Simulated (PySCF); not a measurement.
SMILES [CH3][Ge]([SH])([SH])[SH] (CH6GeS3), singlet, PBE0/def2-SVP optimised geometry. Atoms within 1.6 Å of the plane z = 0.0 Å (x, y, z in Å): C1 (1.25, -0.50, 0.00), Ge2 (-0.69, -0.50, 0.00), S5 (-1.62, 1.53, 0.00), H6 (1.61, 0.07, 0.87), H7 (1.62, -1.53, 0.06), H8 (1.62, -0.03, -0.92), H11 (-1.55, 1.66, -1.34).

Computed with PBE0/def2-TZVP run with PySCF 2.14.0. Cells within 0.4 Å of a nucleus heavier than hydrogen are left out (blank, or x).

Map of the Laplacian of the electron density (e/bohr⁵), clipped to [-1.50, 1.50] on the plane z = 0.0 Å:

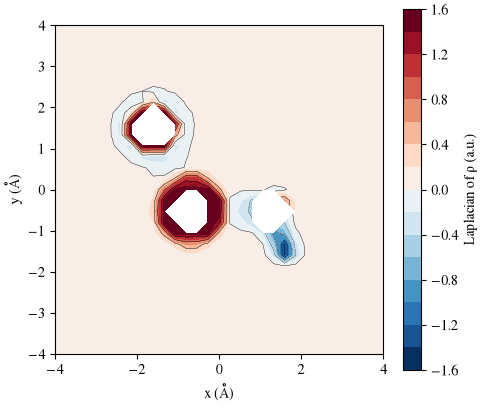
Laplacian of the electron density (e/bohr⁵), clipped to [-1.50, 1.50] on the plane z = 0.0 Å.
